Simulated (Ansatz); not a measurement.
## Run report: C$_{2}$H$_{5}$NOSe, nudged elastic band (part 2 of 2)

Continued. System: C$_{2}$H$_{5}$NOSe. Method: RKS B3LYP/def2-SVP (Ansatz 0.2.0). One setting was made poor on purpose. It belongs to a series of runs on one base structure; here: band between the two ends.

Geometry of the input (Å):
```
N  -0.0267  1.1470  1.4330
C  -0.2496  0.6057  0.1563
O  0.3849  -0.7233  0.0207
C  0.2959  -1.3936  -1.1045
Se -0.5264  -0.9412  -2.6229
H  0.9575  1.3130  1.6327
H  -0.4339  0.5909  2.1820
H  -1.3217  0.4636  -0.0474
H  0.1747  1.2389  -0.6374
H  0.8286  -2.3522  -1.0095
```

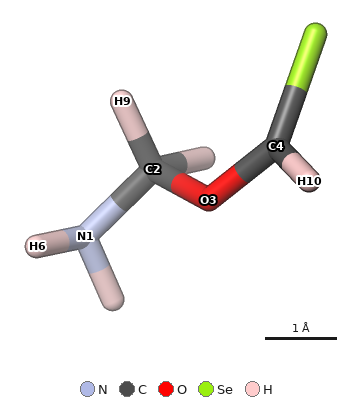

*The structure as given in the input (stick view, seen at a tilt; atoms are numbered from 1 in the order of the input).*

```
Total energy: -71029.84252721 eV, -2610.2985671186 hartree
Atom 0 at     0.622077     1.053629     1.354306 Å, force     0.000551    -0.000380    -0.000402 eV/Å
Atom 1 at     0.113768     0.628191     0.069696 Å, force     0.001117    -0.000060    -0.000220 eV/Å
Atom 2 at     0.143325    -0.808344     0.074092 Å, force    -0.001408     0.000148     0.000187 eV/Å
Atom 3 at    -0.238520    -1.490970    -0.987088 Å, force     0.000695    -0.000049    -0.000325 eV/Å
Atom 4 at    -0.852452    -0.882374    -2.542402 Å, force     0.000056     0.000129    -0.000075 eV/Å
Atom 5 at     0.054617     1.813845     1.724926 Å, force    -0.000168    -0.000216     0.000265 eV/Å
Atom 6 at     0.548577     0.282071     2.017054 Å, force     0.000023     0.000482     0.000132 eV/Å
Atom 7 at    -0.923684     0.946494    -0.152469 Å, force    -0.000685     0.000205     0.000137 eV/Å
Atom 8 at     0.745129     0.972570    -0.769508 Å, force    -0.000317    -0.000048     0.000078 eV/Å
Atom 9 at    -0.129637    -2.566210    -0.785708 Å, force     0.000135    -0.000212     0.000224 eV/Å
Dipole moment:    -0.117853     0.099775     0.504478 e Å
this run last wrote the band of iteration 54 to [file]
```

The last band as extended XYZ (Å, eV, eV/Å):
```
10
Properties=species:S:1:pos:R:3:forces:R:3 image=0 energy=-71030.19662
N    -0.0267    1.1470    1.4330    0.0004   0.0001   0.0020
C    -0.2496    0.6057    0.1563   -0.0008  -0.0015  -0.0016
O     0.3849   -0.7233    0.0207    0.0009   0.0009  -0.0009
C     0.2959   -1.3936   -1.1045    0.0034  -0.0007   0.0088
Se   -0.5264   -0.9412   -2.6229   -0.0024   0.0004  -0.0042
H     0.9575    1.3130    1.6327   -0.0010  -0.0005  -0.0003
H    -0.4339    0.5909    2.1820    0.0000   0.0004  -0.0011
H    -1.3217    0.4636   -0.0474    0.0007   0.0010  -0.0001
H     0.1747    1.2389   -0.6374   -0.0002  -0.0001   0.0003
H     0.8286   -2.3522   -1.0095   -0.0011   0.0000  -0.0029
10
Properties=species:S:1:pos:R:3:forces:R:3 image=1 energy=-71030.12805
N     0.0273    1.0954    1.4403   -0.1449   0.1667  -0.0695
C    -0.1683    0.5644    0.1727   -0.0419   0.0245  -0.0582
O     0.4252   -0.7976   -0.0021   -0.0283   0.0338   0.0464
C     0.2304   -1.4368   -1.1303    0.0298   0.0465   0.0230
Se   -0.6193   -0.8907   -2.6088    0.0157  -0.0374   0.0239
H     0.9074    1.5400    1.6613    0.1399  -0.1936   0.0406
H    -0.4647    0.6875    2.2243    0.0691  -0.0893   0.0250
H    -1.2340    0.4368   -0.0658   -0.0310   0.0054  -0.0275
H     0.2957    1.1889   -0.6033   -0.0351   0.0295  -0.0388
H     0.6835   -2.4390   -1.0855    0.0267   0.0138   0.0350
10
Properties=species:S:1:pos:R:3:forces:R:3 image=2 energy=-71030.04043
N     0.2101    0.9230    1.4981   -0.0036  -0.0030  -0.0199
C    -0.1071    0.5180    0.1990   -0.0197   0.0120   0.0360
O     0.3925   -0.8561   -0.0247    0.0028  -0.0012  -0.0163
C     0.1629   -1.4596   -1.1627    0.0062  -0.0099   0.0029
Se   -0.6722   -0.8478   -2.6218   -0.0005   0.0001  -0.0006
H     0.8401    1.7035    1.6173    0.0158  -0.0373   0.0131
H    -0.4952    0.8282    2.2162   -0.0020   0.0491  -0.0067
H    -1.1872    0.4720   -0.0172   -0.0024  -0.0118  -0.0005
H     0.3668    1.1484   -0.5688   -0.0096  -0.0034   0.0020
H     0.5725   -2.4808   -1.1324    0.0130   0.0054  -0.0099
10
Properties=species:S:1:pos:R:3:forces:R:3 image=3 energy=-71030.01510
N     0.3506    0.8817    1.5030   -0.0545   0.0315   0.0386
C    -0.0452    0.5153    0.1931   -0.0030  -0.0256   0.0174
O     0.3487   -0.8733   -0.0184    0.0323   0.0187  -0.0197
C     0.0768   -1.4703   -1.1536   -0.0427  -0.0122   0.0103
Se   -0.7109   -0.8099   -2.6146    0.0144   0.0009  -0.0033
H     0.6713    1.8413    1.5748    0.0689  -0.0161  -0.0357
H    -0.3532    0.7016    2.2136   -0.0187   0.0060  -0.0071
H    -1.1288    0.5529   -0.0230   -0.0109  -0.0047   0.0083
H     0.4669    1.1283   -0.5653   -0.0097  -0.0058   0.0090
H     0.4070   -2.5187   -1.1068    0.0239   0.0074  -0.0179
10
Properties=species:S:1:pos:R:3:forces:R:3 image=4 energy=-71029.98162
N     0.4531    0.8920    1.4750   -0.0144  -0.0067   0.0164
C     0.0092    0.5428    0.1653    0.0042  -0.0105  -0.0031
O     0.3119   -0.8595   -0.0109    0.0065  -0.0154   0.0017
C    -0.0159   -1.4782   -1.1221    0.0080   0.0129  -0.0196
Se   -0.7561   -0.8116   -2.6017   -0.0050  -0.0012   0.0038
H     0.5202    1.9010    1.5845    0.0640  -0.0027  -0.0178
H    -0.1680    0.5301    2.1970   -0.0461   0.0439   0.0096
H    -1.0719    0.6547   -0.0517   -0.0122  -0.0192   0.0148
H     0.5593    1.1215   -0.5959   -0.0202  -0.0023   0.0102
H     0.2413   -2.5440   -1.0365    0.0153   0.0010  -0.0161
10
Properties=species:S:1:pos:R:3:forces:R:3 image=5 energy=-71029.93413
N     0.5408    0.9205    1.4395   -0.0217  -0.0239   0.0057
C     0.0560    0.5748    0.1329    0.0003  -0.0011   0.0138
O     0.2664   -0.8406    0.0071    0.0113  -0.0131  -0.0106
C    -0.0966   -1.4784   -1.0849    0.0008  -0.0052  -0.0072
Se   -0.7869   -0.8196   -2.5888   -0.0064   0.0061   0.0009
H     0.3623    1.9067    1.6270    0.0909   0.0120  -0.0293
H     0.0394    0.3845    2.1489   -0.0665   0.0486   0.0197
H    -1.0191    0.7578   -0.0742   -0.0138  -0.0305   0.0182
H     0.6330    1.0975   -0.6503   -0.0215   0.0065   0.0139
H     0.0878   -2.5544   -0.9542    0.0265   0.0007  -0.0249
10
Properties=species:S:1:pos:R:3:forces:R:3 image=6 energy=-71029.87567
N     0.6071    0.9757    1.3942    0.0104  -0.0225   0.0153
C     0.0921    0.6061    0.0984   -0.0061  -0.0214   0.0040
O     0.2112   -0.8212    0.0342    0.0069  -0.0082  -0.0002
C    -0.1808   -1.4826   -1.0354    0.0350   0.0087  -0.0152
Se   -0.8252   -0.8449   -2.5668   -0.0175  -0.0008   0.0037
H     0.2176    1.8757    1.6741    0.0852   0.0351  -0.0198
H     0.2910    0.2937    2.0847   -0.0865   0.0283   0.0188
H    -0.9701    0.8566   -0.1030   -0.0184  -0.0236   0.0189
H     0.6913    1.0502   -0.7167   -0.0219   0.0080  -0.0028
H    -0.0510   -2.5602   -0.8608    0.0129  -0.0036  -0.0227
10
Properties=species:S:1:pos:R:3:forces:R:3 image=7 energy=-71029.84229
N     0.6221    1.0536    1.3543    0.0006  -0.0004  -0.0004
C     0.1138    0.6282    0.0697    0.0011  -0.0001  -0.0002
O     0.1433   -0.8083    0.0741   -0.0014   0.0001   0.0002
C    -0.2385   -1.4910   -0.9871    0.0007   0.0000  -0.0003
Se   -0.8525   -0.8824   -2.5424    0.0001   0.0001  -0.0001
H     0.0546    1.8138    1.7249   -0.0002  -0.0002   0.0003
H     0.5486    0.2821    2.0171    0.0000   0.0005   0.0001
H    -0.9237    0.9465   -0.1525   -0.0007   0.0002   0.0001
H     0.7451    0.9726   -0.7695   -0.0003   0.0000   0.0001
H    -0.1296   -2.5662   -0.7857    0.0001  -0.0002   0.0002
10
Properties=species:S:1:pos:R:3:forces:R:3 image=8 energy=-71029.93659
N     0.5861    1.1369    1.3177   -0.0409   0.0450  -0.0095
C     0.1440    0.6453    0.0492    0.0078   0.0068  -0.0040
O     0.0354   -0.8020    0.1181   -0.0585   0.0074   0.0194
C    -0.3240   -1.4968   -0.9414   -0.0234  -0.0003   0.0140
Se   -0.8632   -0.9067   -2.5331    0.0173  -0.0022  -0.0088
H    -0.1386    1.6545    1.8042   -0.1625  -0.1169   0.0722
H     0.8870    0.3745    1.9220    0.2024   0.0494  -0.0558
H    -0.8379    1.0550   -0.2413    0.0355   0.0575  -0.0516
H     0.8475    0.8596   -0.7745    0.0547  -0.0492   0.0094
H    -0.2530   -2.5714   -0.7180   -0.0322   0.0026   0.0146
10
Properties=species:S:1:pos:R:3:forces:R:3 image=9 energy=-71030.12292
N     0.5432    1.1917    1.2892   -0.0437   0.0290  -0.0033
C     0.1720    0.6528    0.0396    0.0033   0.0104   0.0000
O    -0.0601   -0.7968    0.1486   -0.0388  -0.0012   0.0090
C    -0.4183   -1.4972   -0.9037   -0.0241   0.0013   0.0062
Se   -0.8450   -0.9270   -2.5393    0.0265  -0.0027  -0.0125
H    -0.2500    1.4273    1.8777   -0.0927  -0.1436   0.0569
H     1.1686    0.5790    1.8093    0.1489   0.1096  -0.0597
H    -0.7500    1.1193   -0.3380    0.0282   0.0225  -0.0427
H     0.9532    0.7678   -0.7297    0.0425  -0.0278   0.0333
H    -0.4304   -2.5681   -0.6508   -0.0500   0.0025   0.0127
10
Properties=species:S:1:pos:R:3:forces:R:3 image=10 energy=-71030.19663
N    -0.0283    1.1463    1.4336    0.0004   0.0000   0.0002
C    -0.2479    0.6066    0.1555   -0.0017   0.0008   0.0010
O     0.3879   -0.7216    0.0197    0.0012  -0.0008   0.0001
C     0.2962   -1.3935   -1.1043    0.0004   0.0013   0.0003
Se   -0.5310   -0.9437   -2.6210    0.0000  -0.0005  -0.0002
H    -0.4374    0.5889    2.1805   -0.0002   0.0003  -0.0001
H     0.9554    1.3118    1.6360   -0.0003   0.0001  -0.0003
H    -1.3195    0.4643   -0.0509    0.0007   0.0009  -0.0002
H     0.1779    1.2413   -0.6363   -0.0003  -0.0012   0.0002
H     0.8300   -2.3515   -1.0100   -0.0003  -0.0009  -0.0010
```

Key numbers:

```json
{"quantity": "outcome", "value": "converged"}
{"quantity": "barrier, forward", "value": "0.354 eV"}
{"quantity": "barrier, backward", "value": "0.354 eV"}
{"quantity": "wall time", "value": "14 min (CPU time 27 min)"}
{"quantity": "peak memory", "value": "0.3 GiB"}
```

A deliberately poor setting: straight start. The order of the saddle point was not checked.
